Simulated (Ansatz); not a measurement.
One crystal and one scan (scan of one atom of the cell) at two levels, PBE (plane waves to 420 eV, PAW, scalar-relativistic; Ansatz, a program for electronic structure) and PBEsol (plane waves to 420 eV, PAW, scalar-relativistic; Ansatz), each from its own relaxed cell and on its own mesh. The cell shown is that of PBE.

Starting cell, CsSnI3 (cubic perovskite):

```yaml
crystal:
  lattice:
    - [6.27133, 0.00000, 0.00000]
    - [0.00000, 6.27133, 0.00000]
    - [0.00000, 0.00000, 6.27133]
  atoms:
    - { symbol: Cs, position: [0.00000, 0.00000, 0.00000] }
    - { symbol: Sn, position: [0.50000, 0.50000, 0.50000] }
    - { symbol: I, position: [0.00000, 0.50000, 0.50000] }
    - { symbol: I, position: [0.50000, 0.50000, 0.00000] }
    - { symbol: I, position: [0.50000, 0.00000, 0.50000] }
```

In this cell atom 5 (I, nearest neighbour Sn at 3.136 Å; its periodic images, 6.3 Å or more away, move with it) is moved by s along Cartesian [110], unit vector (0.707, 0.707, 0.000); all other atoms and the cell stay fixed.

E stands for the smeared free energy. CsSnI3 was relaxed with its symmetry unable to fall. Spin-orbit coupling is left out, though I is heavy. This is a high-temperature form of CsSnI3. Percentages come from the unrounded values.

```tsv
quantity	PBE	PBEsol	PBE − PBEsol
Lattice constant a (Å)	6.271	6.130	+0.141 (+2.3 %)
Band gap of the relaxed cell, no spin-orbit coupling (eV)	0.45	0.10	+0.35
```

PBE gives the higher value for: lattice constant a; band gap of the relaxed cell, no spin-orbit coupling. Both give the same shape of the curve: a single well with its minimum at or next to zero displacement.

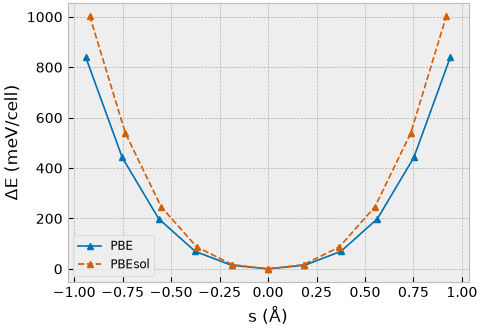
Figure: ΔE, each from the undisplaced structure of its own level.

(For displaced atoms, the force is minus the slope of the energy, and its curvature is a force constant, which sets phonon frequencies.)
